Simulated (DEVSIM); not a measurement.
System: abrupt Si p-n junction, at 250 K.

| layer (left to right) | material | thickness (μm) | Nd (cm⁻³) | Na (cm⁻³) | τn (s) | τp (s) |
|---|---|---|---|---|---|---|
| 1 | Si | 0.0840 | - | 1.1e17 | 2.2e-7 | 2.2e-7 |
| 2 | Si | 76.0 | 3.6e17 | - | 2.2e-7 | 2.2e-7 |

Left contact: ohmic. Right contact: ohmic. Voltage is applied to the left contact. Recombination: SRH at mid-gap, radiative. Mobility is μmin + (μ − μmin)/(1 + (N/Nref)^α).

This is a model device: material constants are rounded textbook-type values typed into the input, and sizes, dopings and lifetimes were drawn at random. Values at 300 K; Nc and Nv go as T^1.5, mobilities as T to minus their exponent, the gap by Varshni's rule with the affinity fixed.

```tsv
parameter	Si
gap (eV)	1.124
affinity (eV)	4.05
permittivity	11.7
Nc (cm⁻³)	2.86e19
Nv (cm⁻³)	3.1e19
μn (cm²/Vs)	1417
μp (cm²/Vs)	470
μn,min	52
μp,min	45
Nref,n	9.7e16
Nref,p	2.2e17
αn	0.68
αp	0.72
T exponent of μn	2.3
T exponent of μp	2.2
B (cm³/s)	4.7e-15
Varshni α (eV/K)	0.000473
Varshni β (K)	636
```

Simulated with DEVSIM: 1D drift-diffusion, Boltzmann statistics, complete ionisation; no tunnelling, impact ionisation, image-force lowering or self-heating.

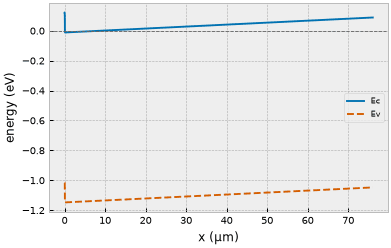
Figure. Band edges at 0.9 V on the left contact

Energies count from the Fermi level of the right contact; mesh points crowd at the junctions.

```tsv
x (μm)	Ec (eV)	Ev (eV)	n (cm⁻³)	p (cm⁻³)	field (V/cm)
0.000	0.120	-1.016	< 1e2	1.1e17	-140
0.02218	0.120	-1.016	3.1e14	1.1e17	-590
0.04856	0.114	-1.022	8.6e14	8.0e16	-5800
0.07434	0.071	-1.065	7.7e15	1.1e16	-33000
0.1043	-0.010	-1.146	3.3e17	2.6e14	-3500
0.1523	-0.012	-1.148	3.6e17	2.4e14	11
0.2603	-0.012	-1.148	3.6e17	2.4e14	13
0.6156	-0.011	-1.147	3.6e17	2.3e14	13
1.218	-0.010	-1.146	3.6e17	2.2e14	13
2.574	-0.008	-1.145	3.6e17	2.1e14	13
5.298	-0.005	-1.141	3.6e17	1.8e14	13
14.59	0.007	-1.129	3.6e17	1.0e14	13
31.59	0.030	-1.106	3.6e17	4.0e13	13
54.63	0.060	-1.076	3.6e17	1.1e13	13
68.04	0.078	-1.058	3.6e17	3.8e12	13
72.39	0.083	-1.053	3.6e17	1.9e12	13
74.40	0.086	-1.050	3.6e17	9.0e11	13
75.29	0.087	-1.049	3.6e17	4.4e11	13
75.81	0.088	-1.048	3.6e17	1.5e11	13
75.97	0.088	-1.048	3.6e17	6.3e10	13
76.04	0.088	-1.048	3.6e17	2.3e10	13
76.08	0.088	-1.048	3.6e17	< 1e2	13
```
